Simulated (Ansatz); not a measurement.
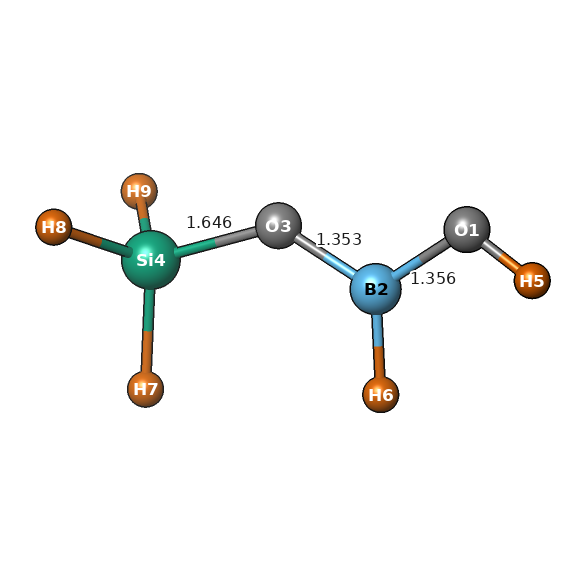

The numbers beside the sticks are distances in Å. Sticks don't show bond order. The computed structure is the end point of a PBE0-D4/def2-TZVP optimisation. No frequency run is at hand to confirm it as a minimum.

> Assign a bond order to each marked bond.

O1–B2 single; B2–O3 single; O3–Si4 single.

> Give the structure as SMILES.

OBO[SiH3]
